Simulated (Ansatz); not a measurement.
H₄OSi₂···H₂S

```xyz
10

Si   -0.3367    0.9463    0.3642
S     1.3735   -0.1340   -2.4319
O    -1.2251    1.3847   -0.8270
H     0.1429    0.4417   -2.3764
H     0.7563    1.8322    0.8990
Si   -0.6187   -1.0771    1.5314
H     1.9627    1.0802   -2.5165
H     0.7096   -1.6128    1.9562
H    -1.3220   -2.0497    0.6491
H    -1.4425   -0.8115    2.7519
```

Theory: RKS r2SCAN-D4/def2-SVP (Ansatz).

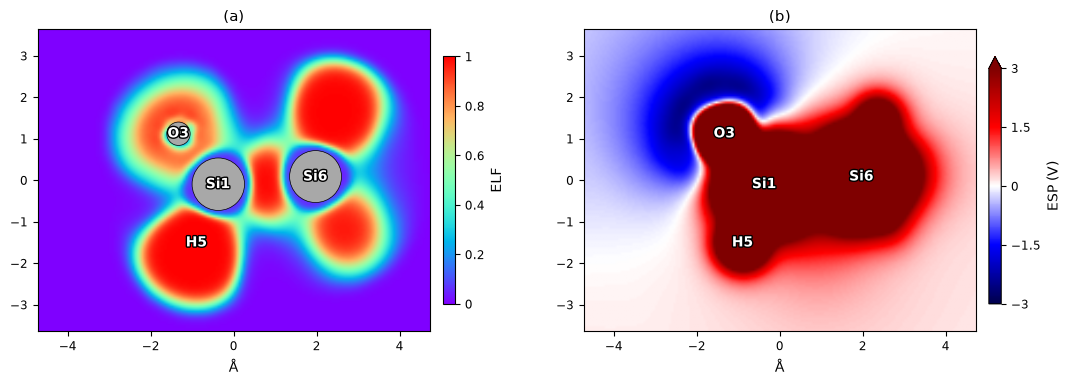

Figure 1. (a) ELF; (b) electrostatic potential on the plane of atoms O3, Si1 and H5. Grey discs cover the atomic cores in the ELF map.

What do the fields say about this system?

The section cuts through Si, O and H sites. Si–O (1.55 Å): the ELF peaks at about 0.85 between the atoms (a polar covalent bond). Si–Si (2.35 Å): the ELF peaks at about 1 between the atoms: a shared electron pair. Si–H (1.51 Å): the ELF climbs to about 1 towards the hydrogen, as it does in any bond to H. The ELF also peaks beside O3, away from the bonds: lone-pair regions. Outside the dense part of the complex the potential is most negative (−2.5 V) near O3.

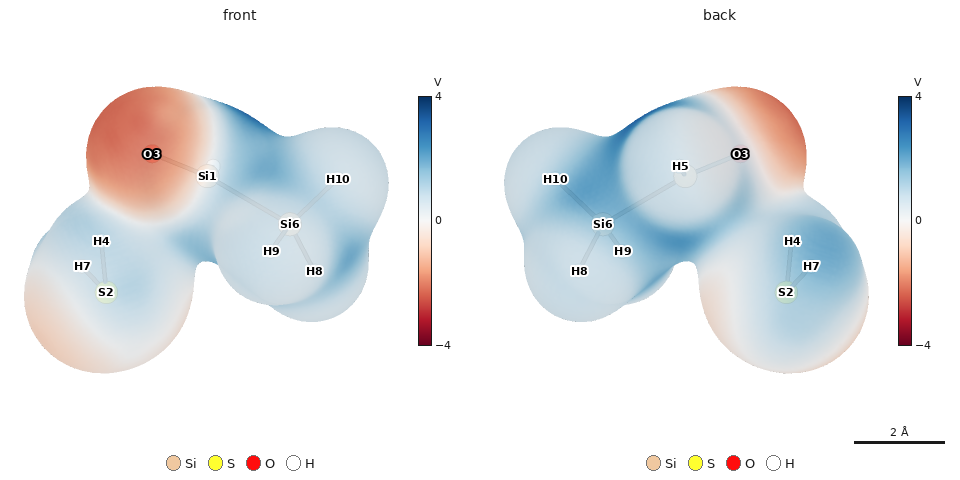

Figure 2. The molecular electrostatic potential painted on the density surface at 0.004 e/bohr³, seen from the front and from behind; the colour scale runs from red (negative) to blue (positive).

Describe the electrostatic potential map.

The most negative region (about −2.3 V) lies over O3, the most positive (about +3.0 V) over Si1. O3 is the likeliest acceptor of a hydrogen bond.

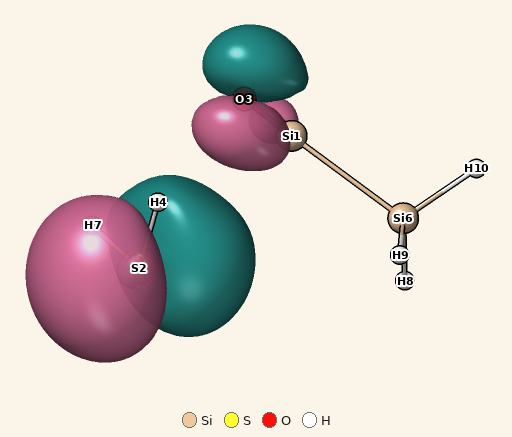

Figure 3. The HOMO−1 at ±0.08 Å⁻³ᐟ² (teal and pink are the two phases), seen at a tilt.

Where does this orbital lie, and at what energy?

By Hirshfeld shares it lies mainly on S2 (about 75 %) and O3 (about 15 %); largely a lone pair of S2. Its energy is −6.60 eV.

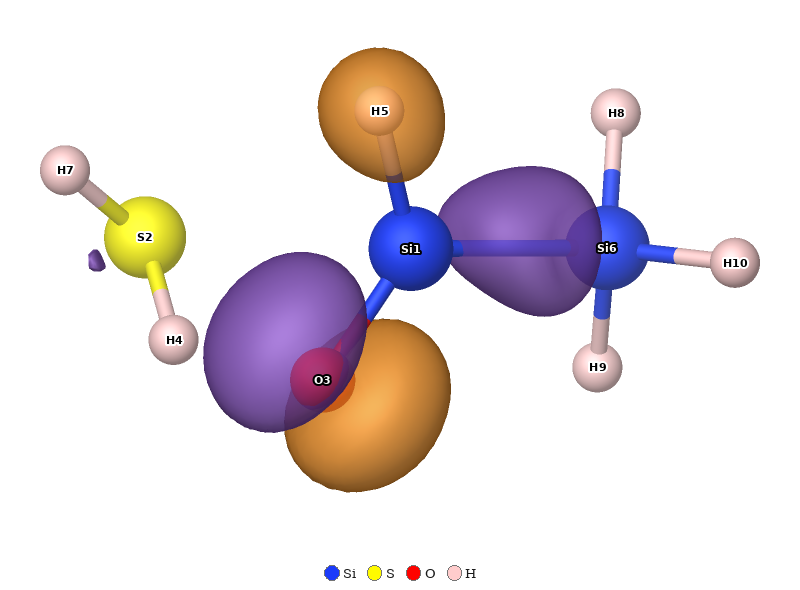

Figure 4. The HOMO at ±0.15 Å⁻³ᐟ² (orange and purple are the two phases), seen from one side.

Describe this orbital and give its energy.

Its weight (Hirshfeld) is mainly on O3 (about 60 %), Si1 (about 15 %), Si6 (about 10 %) and H5 (about 5 %). Its energy is −6.45 eV.
